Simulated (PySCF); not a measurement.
# C₅H₈FO₂S (doublet): what the fields show

```xyz
17

O    -2.0703   -1.4629    0.0779
S    -0.9790   -0.8823   -0.6537
O    -0.5783   -1.5358   -1.8707
C    -1.2223    0.9724   -0.7987
C    -0.9485    1.3313    0.5687
C     0.2052    0.6296    1.2063
C     0.4682   -0.7056    0.5017
C     1.7369   -0.7482   -0.3233
F     1.8458    0.3881   -1.0872
H    -0.4482    1.2313   -1.5201
H    -2.2101    1.2223   -1.1643
H    -1.7037    1.7747    1.1914
H     0.0074    0.4807    2.2686
H     1.1077    1.2530    1.1297
H     0.4334   -1.5572    1.1762
H     2.6344   -0.7856    0.3051
H     1.7143   -1.5937   -1.0174
```

Geometry: GFN2-xTB.

These are results of UKS B3LYP, pcH-1 on C F H O S, non-relativistic, mean-field spin-orbit, GIAO in PySCF, not measurements.

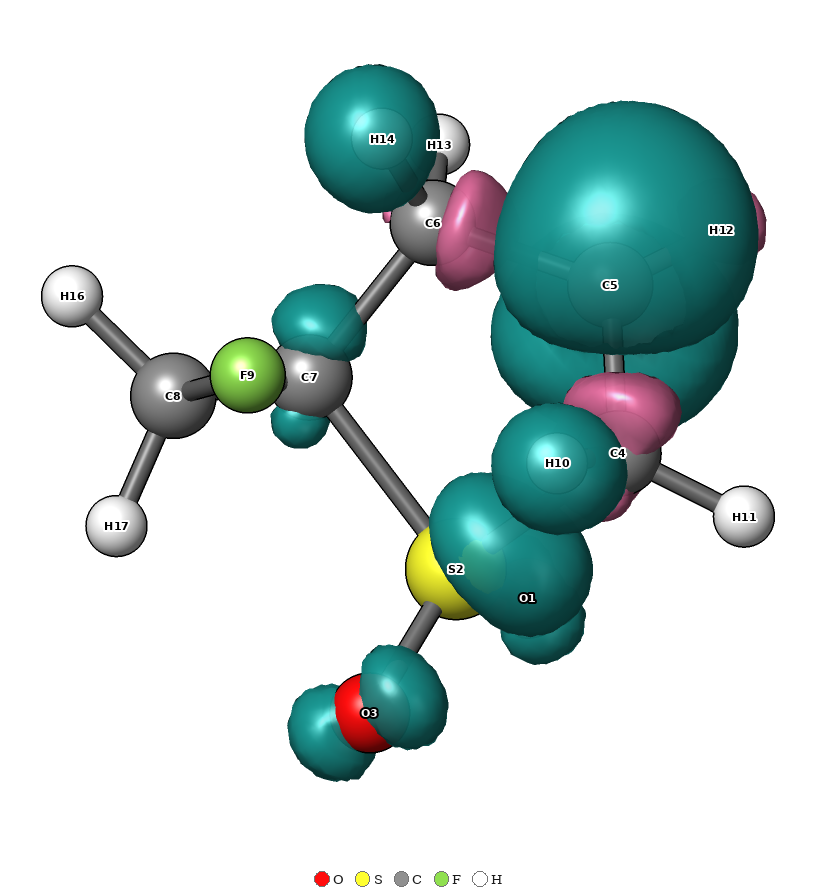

Figure 1. Isosurfaces of the spin density (α minus β) at +0.02 (teal) and −0.02 e/Å³ (pink), seen at a tilt.

> Which atoms carry the spin?

The unpaired spin (1 electron) lies mostly on C5 (about 0.6), in electrons by Hirshfeld's partition.

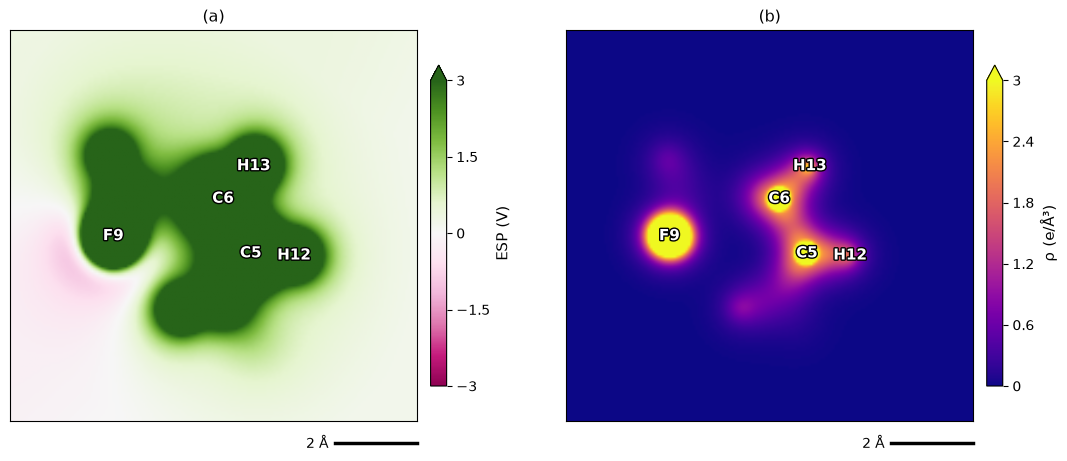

Figure 2. (a) molecular electrostatic potential; (b) total electron density on the plane of atoms C5, C6 and H13.

> What do the fields say about this system?

- The plane passes through C, F and H nuclei.
- C–H (1.07 Å): ρ is about 2.1 e/Å³ halfway.
- C–C (1.49 Å): ρ is about 1.7 e/Å³ halfway.
- Outside the dense part of the molecule the potential is most negative (−0.9 V) near F9.

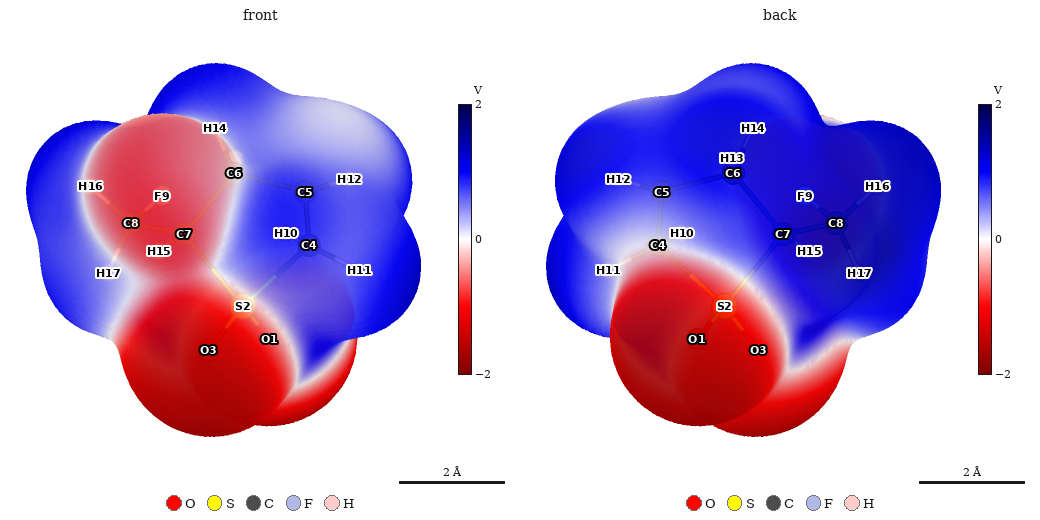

Figure 3. The molecular electrostatic potential painted on the density surface at 0.002 e/bohr³, seen from the front and from behind; the colour scale runs from red (negative) to blue (positive).

> Describe the electrostatic potential map.

The most negative region (about −1.7 V) lies over O1 and O3, the most positive (about +1.4 V) over C7, C8 and H15.
